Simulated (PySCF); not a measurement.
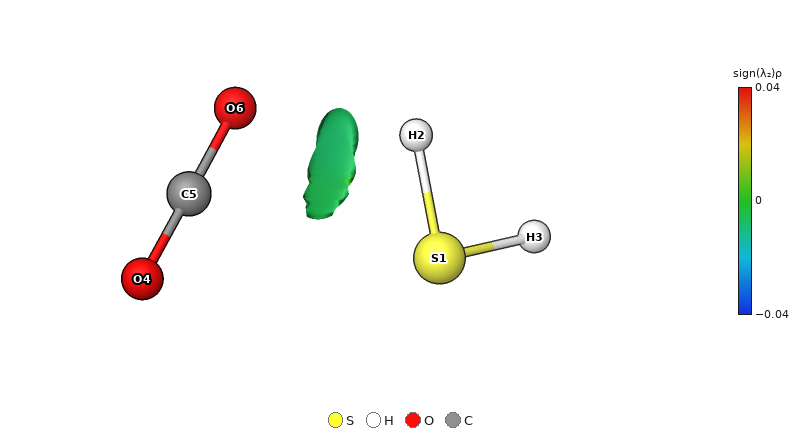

*CH2O2S, SMILES `S.O=C=O`. Non-covalent interaction surfaces between the fragments (reduced density gradient s = 0.5, coloured by sign(λ₂)ρ in a.u.; trimmed to the region between the fragments where ρ is under 0.06 a.u.). Fragment A: H2S (atoms 1–3); fragment B: CO2.*

Computed with PySCF, r2SCAN/def2-SVP, geometry: GFN2-xTB. GFN2-xTB bond lengths at metals and heavier atoms can be off by up to 0.1 Å and shapes distorted, which carries into these values.

Input script:

```python
import numpy as np
from pyscf import gto, scf, dft
from pyscf.scf import atom_ks, atom_hf
from scipy.linalg import block_diag
from pyscf.dispersion import dftd3

def solve(mol, dm0=None, hcore=None):
    mf = (dft.UKS if mol.spin else dft.RKS)(mol, xc='r2scan')
    mf.grids.level = 3
    mf = mf.density_fit(auxbasis='def2-universal-jkfit')
    mf.conv_tol, mf.max_cycle = 1e-8, 80
    if hcore is not None:
        mf.get_hcore = lambda *args: hcore
    mf.kernel(dm0)
    if not mf.converged:
        mf = mf.newton().run(mf.mo_coeff, mf.mo_occ, max_cycle=30)
    assert mf.converged, 'SCF not converged'
    return mf

mol = gto.M(atom='''
S     -1.98450     0.23040    -0.00517
H     -1.58325    -1.03337    -0.00983
H     -3.26385    -0.11274     0.07021
O      2.28501     0.84414     0.00229
C      1.66149    -0.11310     0.00098
O      1.04376    -1.07685    -0.00024
''', basis='def2-svp', charge=0, spin=0, verbose=4)
mol_a = gto.M(atom='''
S     -1.98450     0.23040    -0.00517
H     -1.58325    -1.03337    -0.00983
H     -3.26385    -0.11274     0.07021
ghost-O      2.28501     0.84414     0.00229
ghost-C      1.66149    -0.11310     0.00098
ghost-O      1.04376    -1.07685    -0.00024
''', basis='def2-svp', charge=0, spin=0, verbose=4)
mol_b = gto.M(atom='''
ghost-S     -1.98450     0.23040    -0.00517
ghost-H     -1.58325    -1.03337    -0.00983
ghost-H     -3.26385    -0.11274     0.07021
O      2.28501     0.84414     0.00229
C      1.66149    -0.11310     0.00098
O      1.04376    -1.07685    -0.00024
''', basis='def2-svp', charge=0, spin=0, verbose=4)
ab, a, b = solve(mol), solve(mol_a), solve(mol_b)
e_int = ab.e_tot - a.e_tot - b.e_tot
print('counterpoise-corrected interaction energy / kcal/mol', e_int * 627.5095)
def disp(atoms, charge):
    m = gto.M(atom=atoms, charge=charge, basis='sto-3g', spin=None, unit='Bohr', verbose=0)
    return dftd3.DFTD3Dispersion(m, xc='r2scan', version='d3bj').get_dispersion()['energy']
e_disp = disp(mol._atom, mol.charge) - disp(mol._atom[:3], mol_a.charge) - disp(mol._atom[3:], mol_b.charge)
print('D3(BJ) part / kcal/mol', e_disp * 627.5095)
# spherically averaged free atoms, for the promolecule
atm = atom_ks.get_atm_nrks(mol, xc='r2scan')
pro = block_diag(*[(atm[a[0]][2] * atm[a[0]][3]) @ atm[a[0]][2].T for a in mol._atom])
np.savez('result.npz', e_int=e_int, e_disp=e_disp, dm_a=a.make_rdm1(), dm_b=b.make_rdm1(), c=ab.mo_coeff, occ=ab.mo_occ, eps=ab.mo_energy, pro=pro, d=[f.dip_moment(verbose=0) for f in (ab, a, b)])
```

Launched as:

```sh
OMP_NUM_THREADS=1 python input.py
```

The run took 42 s on 1 thread of Intel(R) Xeon(R) Processor @ 2.50GHz (Skylake/Cascade Lake), with other jobs on the host, peak memory 0.36 GiB.

Partitions, critical points and surface values were worked out afterwards from this run's density.

### Interpret the surfaces between the fragments.

Bond critical points between the fragments: H2···O6, hydrogen bond, 2.63 Å, ρ = 0.008 a.u. It is weak and appears green, as weak hydrogen bonds do. The pose is a local one from a semi-empirical search, not shown to be the most stable.

### How strongly are they bound?

The counterpoise-corrected interaction energy of the frozen fragments is −0.8 kcal/mol without dispersion correction and −1.1 kcal/mol with D3(BJ). The pair geometry is semi-empirical, not a minimum at this level.
